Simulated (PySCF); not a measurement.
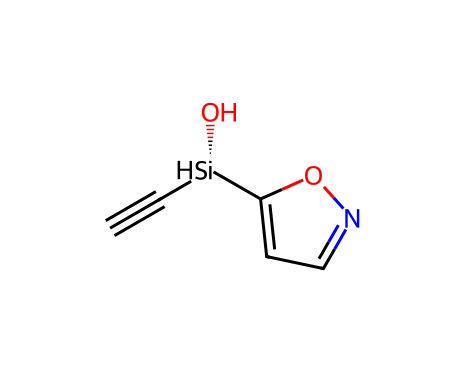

Computed geometry: GFN2-xTB optimisation. No frequency run is at hand to confirm it as a minimum. Method: CAM-B3LYP/def2-SVPD, gas phase (PySCF 2.14.0). Excitations: vertical, linear response.

Predict the main results.

The species is C5H5NO2Si (`C#C[Si@H](O)c1ccno1`).
- dipole moment: 2.73 D
- HOMO energy (Kohn–Sham orbital): −9.13 eV
- LUMO energy (Kohn–Sham orbital): 0.10 eV
- HOMO–LUMO gap: 9.24 eV
- mean static polarisability: 89.8 bohr³
- lowest vertical singlet excitation: 5.91 eV
- its oscillator strength: 0.000
- brightest of the 8 lowest singlets: 6.17 eV
- its oscillator strength: 0.13

The geometry is semi-empirical. Around Si such bond lengths and angles can be off by a tenth of an ångström or more and by several degrees, and values that hang on the shape move with them.
